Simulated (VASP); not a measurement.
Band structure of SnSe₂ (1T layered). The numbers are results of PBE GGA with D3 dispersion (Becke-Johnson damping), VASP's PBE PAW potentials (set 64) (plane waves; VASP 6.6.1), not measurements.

Unless said otherwise, spin-orbit coupling is left out, though it shifts the bands of the heavy elements here.

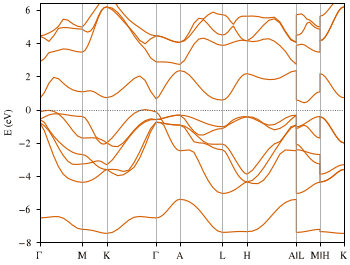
*Bands along high-symmetry lines, zero at the valence-band maximum or, without a gap, the Fermi level*

### Question
Read the plot: is there a gap, and where are the band edges?

### Answer
The gap is indirect, 0.41 eV, from the valence maximum at K-Γ at 0.78 to the conduction minimum at L-M at 0.33. (Edges off the drawn lines would not show.)

Measured: gap 0.98 eV (computed value off by -0.57 eV), as given by Joseph M. Gonzalez et al., Physical Review B (2016), arXiv:1609.04381.

The compound is SnSe2 in the 1T layered structure. It was relaxed first.
